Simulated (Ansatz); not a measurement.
Ligand exchange: GeH3Br + C2H6S → GeH3(SH) + C2H5Br

Species: GeH3Br `[GeH3][Br]`, singlet; C2H6S (ethanethiol) `CCS`, singlet; GeH3(SH), singlet; C2H5Br (bromoethane) `CCBr`, singlet. The partners trade Br for SH: Ge–Br and C–SH bonds give way to Ge–SH and C–Br.

Shapes, held fixed at every level: PBE0-D4/def2-TZVP. Flexible molecules stand in one conformer, not always the lowest. Programs: Ansatz 0.2.0. The zero-point and thermal change to 298 K, harmonic and unscaled (PBE0-D4/def2-TZVP), is -1.0 kJ/mol.

```tsv
level	kind	ΔH(298 K) (kJ/mol)	less CCSD(T)/def2-TZVPP
HF/def2-TZVPP	Hartree–Fock	+41.7	+10.5
SPW92/def2-TZVPP	LDA	+32.3	+1.1
B3LYP-D4/def2-TZVPP	global hybrid	+33.6	+2.4
r2SCAN0-D4/def2-TZVPP	global hybrid	+35.8	+4.6
wB97X-V/def2-TZVPP	range-separated hybrid	+36.0	+4.8
MP2/def2-TZVPP	perturbation theory	+32.1	+0.9
CCSD/def2-SVP	coupled cluster or CI	+40.4	+9.2
CCSD(T)/def2-TZVPP	coupled cluster or CI	+31.2	0.0
```

The highest level, CCSD(T)/def2-TZVPP, gives ΔH(298 K) = +31.2 kJ/mol; the levels span +31.2 to +41.7. The column of differences is taken from that level and isn't an error. No measured value is set beside it here. Relativity is left out for Br, Ge unless named. Correlated rows may include outer-core shells of Br, Ge, which these sets cover unevenly.

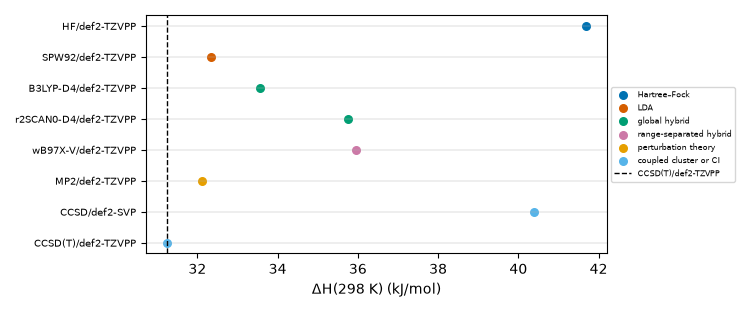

The values of the table, level by level.
